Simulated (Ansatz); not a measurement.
# Bands, cutoff and cost in G0W0 for GaSi2P (zincblende [110] superlattice)

Wanted: a G0W0 gap for GaSi2P (zincblende [110] superlattice) that is converged in bands and cutoff, or an estimate of the limit.

Program: Ansatz 0.2.0. Level of theory: G0W0 on PBEsol, plane waves, PAW; PAW set soft_1. Results are calculated unless marked as measured.

## (1) The structure

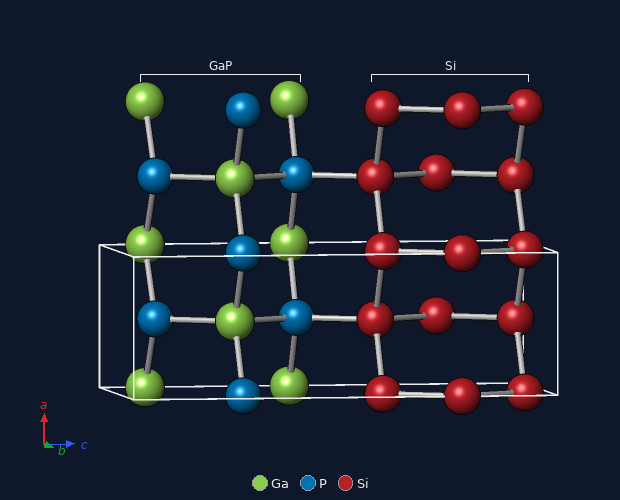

The cell as given, from the side, with the c axis across the page (gallium green, phosphorus blue, silicon red). 2×1×1 cells are drawn. Some periodic images of atoms are drawn too.

The cell holds 12 atoms: 3 Ga, 3 P and 6 Si. Cell: a = 3.843 Å, b = 5.429 Å, c = 11.551 Å, α = 90.0°, β = 90.0°, γ = 90.0°. It derives from GaP. Regions: GaP, 6 atoms (3 Ga and 3 P); Si, 6 atoms (6 Si). The structure's axis is c.

Coordinates:

```cif
data_structure
_symmetry_space_group_name_H-M 'P 1'
_symmetry_Int_Tables_number 1
_cell_length_a 3.8434
_cell_length_b 5.4290
_cell_length_c 11.5508
_cell_angle_alpha 90.001
_cell_angle_beta 90.000
_cell_angle_gamma 90.000
_cell_volume 241.02
loop_
_atom_site_label
_atom_site_type_symbol
_atom_site_fract_x
_atom_site_fract_y
_atom_site_fract_z
_atom_site_occupancy
Ga1 Ga 0.00000 0.00844 0.08038 1
P2 P 0.50000 0.26432 0.08403 1
Ga3 Ga 0.50000 0.52392 0.25073 1
P4 P 0.00000 0.77353 0.25071 1
Ga5 Ga 0.00000 0.00846 0.42103 1
P6 P 0.50000 0.26432 0.41743 1
Si7 Si 0.50000 0.48843 0.58517 1
Si8 Si 0.00000 0.73687 0.58350 1
Si9 Si 0.00000 0.97808 0.75071 1
Si10 Si 0.50000 0.22834 0.75073 1
Si11 Si 0.50000 0.48842 0.91629 1
Si12 Si 0.00000 0.73687 0.91790 1
```

The structure was relaxed with PBEsol. The runs that relaxed it are not among those shown.

## (2) 118 empty bands, screening to 36 eV

Now the one-shot GW correction: screening in the RPA, then the self-energy of the levels asked for. This step takes PAW set soft_1 files.

Input file input.yaml:

```yaml
crystal:
  lattice:
    - [3.843404156, 0.0, 0.0]
    - [0.0, 5.4290093868, -5.64569e-05]
    - [0.0, -0.0001197637, 11.5507987848]
  atoms:
    - { symbol: Ga, position: [0.0, 0.0084371012, 0.0803806764] }
    - { symbol: P, position: [0.5, 0.2643226924, 0.0840269086] }
    - { symbol: Ga, position: [0.5, 0.5239220141, 0.2507303519] }
    - { symbol: P, position: [0.0, 0.7735290135, 0.2507058409] }
    - { symbol: Ga, position: [0.0, 0.0084593226, 0.4210271962] }
    - { symbol: P, position: [0.5, 0.26432075, 0.41742573] }
    - { symbol: Si, position: [0.5, 0.4884272085, 0.5851695215] }
    - { symbol: Si, position: [0.0, 0.7368720631, 0.5835029202] }
    - { symbol: Si, position: [0.0, -0.0219224777, 0.7507067365] }
    - { symbol: Si, position: [0.5, 0.2283423147, 0.7507281947] }
    - { symbol: Si, position: [0.5, 0.4884205659, 0.9162917447] }
    - { symbol: Si, position: [0.0, 0.7368694318, 0.9179016077] }
kpoints:
  mp_grid: { grid: [4, 4, 2] }
hamiltonian:
  xc: pbesol
  pseudopotentials: { kind: paw, azcp: { folder: soft_1 }, xc_functional: pbe }
scf:
  occupations: { method: fixed }
gw:
  n_empty_bands: 118
  ecut_chi: 36
  qp_bands: [v4, c4]
  qp_kpoints: band_edges
  screening: { model: contour_deformation }
```

The run is started by

```bash
$ ansatz run input.yaml --threads 4 --pin off --max-ram 17510MiB --backend cpu --events-out ev --progress --plain --runs-dir out
```

Numbers of over 12 decimals in the logs are rounded to 6 here.

What it wrote:

```text
Engine: ansatz 0.2.0, aarch64-unknown-linux-gnu
Pseudopotentials: kind: paw
Pseudopotential: Ga, paw, valence charge 13, recommended cutoff 420 eV (normal), soft_1/Ga.paw.azcp
Pseudopotential: P, paw, valence charge 5, recommended cutoff 420 eV (normal), soft_1/P.paw.azcp
Pseudopotential: Si, paw, valence charge 4, recommended cutoff 420 eV (normal), soft_1/Si.paw.azcp
Functional definition: PBEsol
  exchange = pbesol_x
  correlation = pbesol_c
Crystal: 12 atoms, lattice volume = 241.018 Å³
Basis set: ecut = 420 eV, 4705 PW (Γ)
Bands: 51, of which v1, the nominal top of the filled ones, is band 39 counted from 1 (38 counted from 0)
Symmetry: 2 space group operations
Space group: Pm (ITA 6), of the structure as read, at distance tolerance 6.2e-5 Å
k-points: 18 of 32 (time reversal used)
Non-local potential: Ga, projectors of the file, l = 0: 2, l = 1: 2, l = 2: 3, l = 3: 1
Non-local potential: P, projectors of the file, l = 0: 2, l = 1: 2, l = 2: 1
Non-local potential: Si, projectors of the file, l = 0: 2, l = 1: 2, l = 2: 1
PAW form: soft (Blöchl's): semilocal exchange-correlation on the pseudo side does not see the compensation charge
PAW frozen core: Ga, regenerated for the run's functional, and the local potential with it (the file was generated under x = pbe(κ = 0.804, μ = 0.219515), c = pbe(β = 0.066725))
PAW frozen core: P, regenerated for the run's functional, and the local potential with it (the file was generated under x = pbe(κ = 0.804, μ = 0.219515), c = pbe(β = 0.066725))
PAW frozen core: Si, regenerated for the run's functional, and the local potential with it (the file was generated under x = pbe(κ = 0.804, μ = 0.219515), c = pbe(β = 0.066725))
PAW one-centre angular grid: Ga, 590 points (default); XC on 64 Gauss nodes
PAW one-centre angular grid: P, 110 points (default); XC on 64 Gauss nodes
PAW one-centre angular grid: Si, 110 points (default); XC on 64 Gauss nodes
Initial density: superposition of atomic densities (chi_scale 0.1, normalization cell, long waves kept (reshape's long-wave potential 0.26 eV rms))
Initial wavefunctions: pseudopotential atomic-orbital guess
Functional: x = pbesol(κ = 0.804, μ = 0.123457), c = pbesol(β = 0.046)
SCF iter   1: F=—  HF=-17182.116801 eV  |F-HF|=—  |Δ(HF+E_count)|=         —  Δρ=4.57e-2  dr2=5.92e0  ethr=3.10e-3  ⟨swp⟩=6.1  Hψ=3572  notcnv=0  defer=165
preconditioner: auto → Resta (q_TF=auto, 2.261 Å⁻¹)  ε∞=4.3  [insulator: Δε(μ)=0.775 eV  Ē_g=11.675 eV  n_scr=44 (ndim 8)  ℏωp=21.1 eV  f_vac=0.000  ε∞_Penn≈4.3]
SCF iter   2: F=—  HF=-17181.023205 eV  |F-HF|=—  |Δ(HF+E_count)|=    1.09e0  Δρ=2.63e-2  dr2=1.42e0  ethr=3.10e-3  ⟨swp⟩=3.3  Hψ=1459  notcnv=0  defer=162
SCF iter   3: F=—  HF=-17180.720383 eV  |F-HF|=—  |Δ(HF+E_count)|=   3.03e-1  Δρ=5.92e-3  dr2=1.65e-1  ethr=1.81e-3  ⟨swp⟩=2.2  Hψ=1547  notcnv=0  defer=174
SCF iter   4: F=—  HF=-17180.668868 eV  |F-HF|=—  |Δ(HF+E_count)|=   5.15e-2  Δρ=2.17e-3  dr2=1.39e-2  ethr=2.11e-4  ⟨swp⟩=3.2  Hψ=1600  notcnv=0  defer=180
SCF iter   5: F=—  HF=-17180.665530 eV  |F-HF|=—  |Δ(HF+E_count)|=   3.34e-3  Δρ=9.85e-4  dr2=2.32e-3  ethr=1.78e-5  ⟨swp⟩=2.4  Hψ=1717  notcnv=0  defer=179
SCF iter   6: F=—  HF=-17180.667323 eV  |F-HF|=—  |Δ(HF+E_count)|=   1.79e-3  Δρ=2.55e-4  dr2=2.35e-4  ethr=2.98e-6  ⟨swp⟩=3.0  Hψ=1556  notcnv=0  defer=180
SCF iter   7: F=—  HF=-17180.667468 eV  |F-HF|=—  |Δ(HF+E_count)|=   1.46e-4  Δρ=4.19e-5  dr2=4.90e-6  ethr=3.01e-7  ⟨swp⟩=2.0  Hψ=1446  notcnv=0  defer=178
SCF iter   8: F=—  HF=-17180.667473 eV  |F-HF|=—  |Δ(HF+E_count)|=   4.85e-6  Δρ=2.70e-5  dr2=1.12e-6  ethr=6.28e-9  ⟨swp⟩=2.5  Hψ=1593  notcnv=0  defer=178
SCF iter   9: F=—  HF=-17180.667473 eV  |F-HF|=—  |Δ(HF+E_count)|=   5.25e-7  Δρ=8.05e-6  dr2=1.18e-7  ethr=1.43e-9  ⟨swp⟩=2.0  Hψ=1519  notcnv=0  defer=178
SCF iter  10: F=-17180.667473 eV  HF=-17180.667473 eV  |F-HF|=3.69e-9  |Δ(HF+E_count)|=   1.86e-7  Δρ=2.11e-6  dr2=1.67e-8  ethr=1.28e-10  ⟨swp⟩=16.4  Hψ=5218  notcnv=0
SCF 1 converged in 10 iterations: F = -17180.667473 eV  dr2 = 1.67e-8
  greatest PAW one-centre occupation: 0.994 electrons in one spin orbital (limit 2), on the Ga atom at site 2 (counted from 0), in its partial waves of l = 2
NSCF: frozen V_eff on 18 k-points
G₀W₀ screening: q 1/18
[... further progress lines ...]
SCF converged after 10 iterations
Free energy (F): -17180.667473 eV
Harris-Foulkes:  -17180.667473 eV  (|F-HF|=3.69e-9)
Internal energy: -17180.667473 eV  (E = F + TS)
E sigma→0 (E₀):  -17180.667473 eV
Fermi energy:    6.733945 eV
--- Per-component energies (eV) ---
  E_band       = -167.706902
  E_kinetic    = 786.414329
  E_local      = -7234.476367  (includes V_loc(G=0)·N_el)
  E_nonlocal   = -41.312985
  E_hartree    = 4107.158862
  E_xc         = -741.040129
  E_vxc        = -638.940071  (∫ρ·V_xc dr)
  E_paw        = -10472.140495  (= ΣΔE_a)
  E_vpaw       = -1253.704692  (= ΣTr[D̂ρ^β])
  E_aug_tail   = -0.000382  (compensation charges beyond the density's cutoff)
  E_ewald      = -3588.186898
  E_core_change = 2.916590  (= ΣΔE_core)
  E_smearing   = -0.000000  (= −TS)
  E_closure    = 0.000000  (closes the sum)
  Σ components = -17180.667473   (vs F -17180.667473, Δ=0.00e0)
--- Band table (eV; the first three rows and the last of 18) ---
  k-point 0: bands = [... 35 lower, 6.1459, 6.6900, 6.7234, 6.7339, 7.4819, 7.6698, 8.4631, 8.6604, ... 8 higher]
  k-point 1: bands = [... 35 lower, 5.8000, 6.1029, 6.4466, 6.6650, 7.6553, 8.1076, 9.1206, 9.1960, ... 8 higher]
  k-point 2: bands = [... 35 lower, 5.6403, 5.9237, 6.0778, 6.2091, 7.4904, 8.2915, 8.4733, 8.4770, ... 8 higher]
  k-point 17: bands = [... 35 lower, 4.8377, 5.0177, 5.1339, 5.3454, 9.0032, 9.0697, 9.4066, 9.6456, ... 8 higher]
--- G₀W₀: contour deformation, 6 samples at zero and on the imaginary axis and 1 off it, 32 q-points, 118 empty bands' worth ---
  eigenvalues of the whole cell's RPA ε∞ on this k-mesh (on a slab, of 1 + 4πα/V) = 13.2273, 14.3530, 16.4766; static W/v taken at q = 0 is 0.066479
  gw.qp_kpoints: band_edges: 10 of 18 stored k-points solved, in 1 pass; an edge of the gap read off the rows below is read off those points alone
    valence top: of the k-points left out ik 8 came nearest to being solved in a further pass, in band 39 (counted from 1, as in the quasiparticle table): it holds the edge there only if its correction is more favourable than any solved in that band by at least 0.590 eV; those differ by 0.150 eV
    conduction bottom: of the k-points left out ik 8 came nearest to being solved in a further pass, in band 40 (counted from 1, as in the quasiparticle table): it holds the edge there only if its correction is more favourable than any solved in that band by at least 0.661 eV; those differ by 0.280 eV
  `?` marks the rows in doubt; gw_qp.tsv's column doubts and the gw_qp event give each row's grounds
    ik  band        ε_KS         Σx   Σc(E_QP)       V_xc       Z   E_QP_lin       E_QP  E_QP is
     0    36      6.1459   -15.6993     1.9860   -13.9061  0.7664     6.3382     6.3387  root
     0    37      6.6900   -15.4220     1.5182   -14.1701  0.7741     6.9556     6.9563  root
     0    38      6.7234   -15.4764     1.7609   -13.9485  0.7711     6.9559     6.9564  root
     0    39      6.7339   -15.2614     1.5456   -13.9669  0.7745     6.9845     6.9851  root
     0    40      7.4819    -6.6841    -3.3959   -10.6150  0.7836     8.0207     8.0169  root
     0    41      7.6698    -6.7071    -3.4405   -10.7310  0.7819     8.2580     8.2531  root
     0    42      8.4631    -6.5051    -3.7096   -10.8378  0.7773     9.0929     9.0862  root
     0    43      8.6604    -7.0362    -3.6873   -11.3757  0.7815     9.3200     9.3126  root
     1    36      5.8000   -15.2759     1.6622   -13.7968  0.7682     5.9829     5.9832  root
     1    37      6.1029   -14.3833     1.5245   -13.0899  0.7697     6.3334     6.3340  root
     1    38      6.4466   -16.4655     1.9381   -14.7318  0.7707     6.6506     6.6510  root
     1    39      6.6650   -15.1147     1.7522   -13.5999  0.7698     6.9018     6.9024  root
     1    40      7.6553    -6.1384    -3.5517   -10.2437  0.7794     8.2133     8.2089  root
     1    41      8.1076    -6.8104    -3.5794   -10.9738  0.7839     8.6969     8.6916  root
     1    42      9.1206    -6.8366    -3.7373   -11.2407  0.7689     9.7962     9.7874  root
     1    43      9.1960    -8.1369    -3.7484   -12.7446  0.7730    10.0667    10.0553  root
     2    36      5.6403   -16.1825     2.1562   -14.1694  0.7635     5.7831     5.7834  root
     2    37      5.9237   -15.5542     2.0490   -13.6837  0.7642     6.1017     6.1021  root
     2    38      6.0778   -15.0493     1.8927   -13.3476  0.7650     6.2684     6.2689  root
     2    39      6.2091   -14.5997     1.5796   -13.2307  0.7704     6.4192     6.4197  root
     2    40      7.4904    -6.8971    -3.3373   -10.8104  0.7826     8.0709     8.0665  root
     2    41      8.2915    -6.8004    -3.6092   -11.0503  0.7775     8.9391     8.9323  root
     2    42      8.4733    -7.8716    -3.5350   -12.1490  0.7780     9.2281     9.2157  root
     2    43      8.4770    -7.7935    -3.5148   -12.0295  0.7781     9.2084     9.1982  root
[...]
5    41      8.1629    -8.5336    -3.4178   -12.7049  0.7805     8.9263     8.9164  root ?
[...]
16    36      4.9965   -15.4373     2.1434   -13.4456  0.7592     5.1479     5.1482  root
    16    37      5.3352   -15.4833     2.0781   -13.5651  0.7610     5.4949     5.4952  root
    16    38      5.6767   -15.3824     1.9621   -13.5885  0.7649     5.8445     5.8449  root
    16    39      5.9891   -15.1763     1.8911   -13.4626  0.7666     6.1660     6.1664  root
    16    40      7.7697    -8.8855    -3.2883   -12.9501  0.7817     8.5533     8.5459  root
    16    41      8.4699    -8.8779    -3.3727   -13.1094  0.7821     9.3377     9.3287  root
    16    42      9.8058    -6.3687    -3.9244   -10.9873  0.7626    10.5109    10.5001  root
    16    43     10.0228    -7.4425    -3.9924   -12.2718  0.7596    10.8726    10.8597  root
```

Elapsed: 90 s, on 4 threads of Arm Neoverse V2, shared host; peak memory 1.3 GiB.

Numbers from this step:

```
bands summed                                 : 157
RPA ε∞ on this mesh (eigenvalues)            : 13.23, 14.35, 16.48
plane waves in the screening matrix          : 121
q-points in the mesh                         : 32
G0W0 gap on the mesh                         : 0.9945 eV
k of the valence top                         : 0, 0, 0
k of the conduction bottom                   : -0.5, 0, -0.5
starting gap on the mesh                     : 0.7480 eV
Z at the valence top                         : 0.7745
Z at the conduction bottom                   : 0.7866
least direct G0W0 gap on the computed points : 1.032 eV
```

The gap on the mesh goes from 0.75 eV to 0.99 eV, a correction of +0.25 eV. Between the two edge states, bare exchange in place of the xc potential would open the gap by 5.12 eV, and correlation takes back 4.88 eV.

## (3) 467 empty bands, screening to 90 eV

Bands and screening cutoff are moved together, since each hides the error of the other.

input.yaml, as its differences from that of step 2:

```diff
@@ -26,4 +26,4 @@
 gw:
-  n_empty_bands: 118
-  ecut_chi: 36
+  n_empty_bands: 467
+  ecut_chi: 90.0
   qp_bands: [v4, c4]
```

What it wrote:

```text
[...]
Crystal: 12 atoms, lattice volume = 241.018 Å³
Basis set: ecut = 420 eV, 4705 PW (Γ)
Bands: 51, of which v1, the nominal top of the filled ones, is band 39 counted from 1 (38 counted from 0)
[... 1 set-up line as in the run before ...]
[...]
k-points: 18 of 32 (time reversal used)
[...]
SCF iter   1: F=—  HF=-17182.116801 eV  |F-HF|=—  |Δ(HF+E_count)|=         —  Δρ=4.57e-2  dr2=5.92e0  ethr=3.10e-3  ⟨swp⟩=6.1  Hψ=3572  notcnv=0  defer=165
[...]
SCF iter  10: F=-17180.667473 eV  HF=-17180.667473 eV  |F-HF|=3.69e-9  |Δ(HF+E_count)|=   1.86e-7  Δρ=2.11e-6  dr2=1.67e-8  ethr=1.28e-10  ⟨swp⟩=16.4  Hψ=5218  notcnv=0
SCF 1 converged in 10 iterations: F = -17180.667473 eV  dr2 = 1.67e-8
[...]
NSCF: frozen V_eff on 18 k-points
G₀W₀ screening: q 1/18
[... further progress lines ...]
SCF converged after 10 iterations
Free energy (F): -17180.667473 eV
[...]
Internal energy: -17180.667473 eV  (E = F + TS)
E sigma→0 (E₀):  -17180.667473 eV
Fermi energy:    6.733945 eV
[...]
--- Band table (eV; the first three rows and the last of 18) ---
  k-point 0: bands = [... 35 lower, 6.1459, 6.6900, 6.7234, 6.7339, 7.4819, 7.6698, 8.4631, 8.6604, ... 8 higher]
  k-point 1: bands = [... 35 lower, 5.8000, 6.1029, 6.4466, 6.6650, 7.6553, 8.1076, 9.1206, 9.1960, ... 8 higher]
  k-point 2: bands = [... 35 lower, 5.6403, 5.9237, 6.0778, 6.2091, 7.4904, 8.2915, 8.4733, 8.4770, ... 8 higher]
  k-point 17: bands = [... 35 lower, 4.8377, 5.0177, 5.1339, 5.3454, 9.0032, 9.0697, 9.4066, 9.6456, ... 8 higher]
[...]
0    36      6.1459   -15.6993     1.4236   -13.9061  0.7569     5.7745     5.7763  root
     0    37      6.6900   -15.4220     0.9383   -14.1701  0.7640     6.3754     6.3764  root
     0    38      6.7234   -15.4764     1.1748   -13.9485  0.7609     6.3690     6.3703  root
     0    39      6.7339   -15.2614     0.9701   -13.9669  0.7649     6.4085     6.4095  root
     0    40      7.4819    -6.6841    -3.7497   -10.6150  0.7785     7.6634     7.6631  root
     0    41      7.6698    -6.7071    -3.8143   -10.7310  0.7766     7.8799     7.8794  root
     0    42      8.4631    -6.5051    -4.0977   -10.8378  0.7719     8.6988     8.6980  root
     0    43      8.6604    -7.0362    -4.0829   -11.3757  0.7762     8.9180     8.9170  root
[...]
16    40      7.7697    -8.8855    -3.7456   -12.9501  0.7737     8.0899     8.0887  root
    16    41      8.4699    -8.8779    -3.8755   -13.1094  0.7746     8.8275     8.8259  root
    16    42      9.8058    -6.3687    -4.3709   -10.9873  0.7560    10.0546    10.0536  root
    16    43     10.0228    -7.4425    -4.4950   -12.2718  0.7522    10.3593    10.3572  root
```

Wall time 12 min (4 threads); peak memory 4.3 GiB; 46 min of CPU time.

This step gave:

- bands summed: 506
- RPA ε∞ on this mesh (eigenvalues): 12.76, 13.85, 15.80
- plane waves in the screening matrix: 457
- q-points in the mesh: 32
- G0W0 gap on the mesh: 1.229 eV
- k of the valence top: 0, 0, 0
- k of the conduction bottom: -0.5, 0, -0.5
- starting gap on the mesh: 0.7480 eV
- Z at the valence top: 0.7649
- Z at the conduction bottom: 0.7819
- least direct G0W0 gap on the computed points: 1.254 eV

Against the run with 4×4×2 mesh, 118 empty bands, screening to 36 eV, PAW set soft_1 files, the gap moves by +0.23 eV.

## (4) Convergence and cost

Times are wall times on 4 threads of Arm Neoverse V2, shared host, good to a factor of about two.

```tsv
mesh	files	frequency	bands summed	cutoff (eV)	start (eV)	G0W0 (eV)	time	host memory (GiB)
4×4×2	PAW set soft_1	contour deformation	157	36	0.748	0.995	90 s	1.3
4×4×2	PAW set soft_1	contour deformation	506	90	0.748	1.229	12 min	4.3
```

The parts of the quasiparticle energy at the two band edges (eV; QP = start + Σx + Σc − Vxc):

```tsv
run	edge	start	Σx	Σc	Vxc	Z	QP
157 bands	valence top	6.73	-15.26	1.55	-13.97	0.77	6.99
157 bands	conduction bottom	7.48	-6.53	-3.33	-10.35	0.79	7.98
506 bands	valence top	6.73	-15.26	0.97	-13.97	0.76	6.41
506 bands	conduction bottom	7.48	-6.53	-3.67	-10.35	0.78	7.64
```

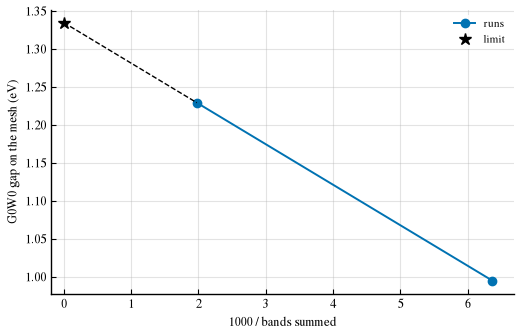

The gap against one over the number of bands; the dashed line carries the two highest rungs to the limit.

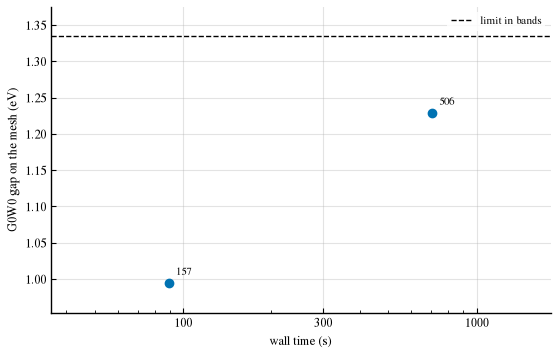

Result against wall time.

## (5) Results

* 157 bands, 36 eV: 0.995 eV
* 506 bands, 90 eV: 1.229 eV
* estimated limit in bands and cutoff: 1.33 eV
* mesh and start: 4×4×2, PBEsol

What this shows: A line in one over the bands through the two rungs gives 1.33 eV, +0.11 eV from the top rung; with two points alone it is an unchecked estimate. The rungs stand 0.34 eV (157 bands) and 0.11 eV (506 bands) from it. From 157 to 506 bands the gap moves by +0.23 eV while the time grows 7.9-fold. Σc changes by −0.58 eV at the valence top and −0.34 eV at the conduction bottom, so the levels themselves move more than the gap between them. The 4×4×2 mesh misses a band edge: over a band path and its finer mesh (run apart) the PBEsol gap is 0.70 eV, so the G0W0 gap over the zone may lie about 0.04 eV below its value on the mesh. The 4×4×2 mesh is coarse for this cell (its supercell is 15 Å along the shortest edge). The RPA ε∞ on it, from the PBEsol start, is 12.76, 13.85 and 15.80; such meshes misread the long-range screening, most where the gap is narrow. The many-body steps are scalar-relativistic: spin-orbit coupling is not in them.

[Paths, hosts, dates, memory and timing lines, banners, echoed tables and standing remarks are left out of the program output.]

[Logs are printed without paths, hosts, clocks, repeated set-up lines and the standing remarks that a program may print on its own settings, such as how far it seeks lower states.]

[Runs of the session that timed out or met a known fault of the program may be left out.]

[Cells called generated may have been cut or substituted from an entry of the Crystallography Open Database or the Materials Project.]

[Hosts, paths, dates, database ids (printed as entryN), source tags and the programs' standing remarks are cut or masked in the printed files.]
